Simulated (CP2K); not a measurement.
Band structure of Ni3Sn4 (C2/m, 7 atoms in the cell).

```
Ni3Sn4
1.0
    6.43287     0.00000     0.00000
    5.15510     3.84796     0.00000
   -1.27882    -0.42465     5.01816
Ni Sn
3 4
Direct
  0.00000   0.00000   0.00000
  0.78416   0.78416   0.66356
  0.21584   0.21584   0.33644
  0.57265   0.57265   0.31357
  0.42735   0.42735   0.68643
  0.82788   0.82788   0.18744
  0.17212   0.17212   0.81256
```

Level of theory: PBEsol, GPW, DZVP-MOLOPT-SR-GTH basis, GTH-PBE potentials (GTH_POTENTIALS) (CP2K).

Settings: CUTOFF = 600 Ry; REL_CUTOFF = 50 Ry; SMEAR/METHOD = FERMI_DIRAC; ELECTRONIC_TEMPERATURE = 1160.45 K; KPOINTS/SCHEME = MONKHORST-PACK 4 4 3; GAMMA_CENTERED = T; XC_FUNCTIONAL = PBE:PBESOL; Ni/BASIS_SET = DZVP-MOLOPT-SR-GTH; Ni/POTENTIAL = GTH-PBE-q18; Sn/BASIS_SET = DZVP-MOLOPT-SR-GTH; Sn/POTENTIAL = GTH-PBE-q4; METHOD = GPW; EPS_DEFAULT = 1e-11; EXTRAPOLATION = USE_GUESS.

The starting cell comes from a database of computed structures (which also holds hypothetical and non-ambient phases and stackings), without a prior relaxation at this level. Spin polarisation is off. Values carry the incompleteness of an atom-centred basis. The potentials were made for another functional than the one used.

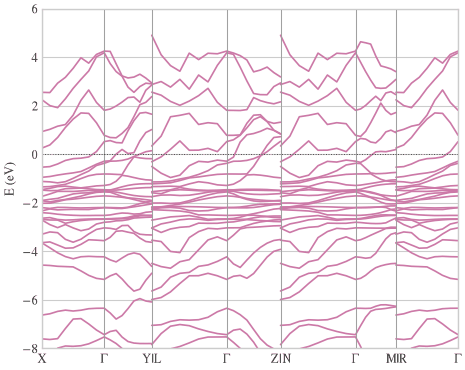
Figure. Bands along the path, energies from the Fermi level.

Levels in eV from the Fermi level, bands 32 to 37:
| point | 32 | 33 | 34 | 35 | 36 | 37 |
|---|---|---|---|---|---|---|
| X | -1.45 | -1.34 | -1.12 | -0.95 | -0.53 | 0.26 |
| Γ | -1.29 | -0.81 | -0.37 | -0.28 | 0.52 | 0.78 |
| Y | -1.07 | -0.18 | 0.15 | 1.02 | 1.65 | 2.38 |
| Z | -0.97 | 0.53 | 0.72 | 0.83 | 0.85 | 1.32 |
| M | -1.13 | -1.05 | -0.75 | 0.19 | 0.89 | 1.72 |

Bands cross the Fermi level along this path, so the cell is metallic at this level.

Higher empty bands are left out: an atom-centred basis made for the valence describes them poorly.
